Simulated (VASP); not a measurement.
Band structure of PbS (rock salt). Computed with PBE GGA with D4 dispersion, VASP's PBE PAW potentials (set 64) (plane waves; VASP).

Unless said otherwise, spin-orbit coupling is left out, though it shifts the bands of the heavy elements here.

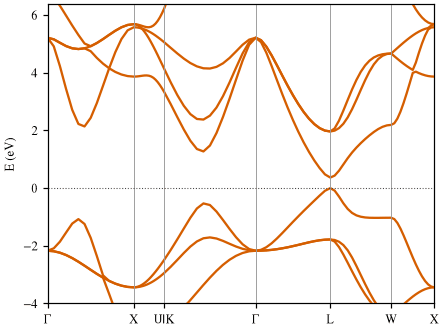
Bands along high-symmetry lines, zero at the valence-band maximum or, without a gap, the Fermi level

Q: Read the plot: is there a gap, and where are the band edges?

A: The gap is direct, 0.37 eV, from the valence maximum at L to the conduction minimum at L. (Edges off the drawn lines would not show.)

Measured: gap 0.37 eV (computed value off by +0.00 eV), as given by Wikipedia, List of semiconductor materials.

The compound is PbS in the rock salt structure. It was relaxed first.
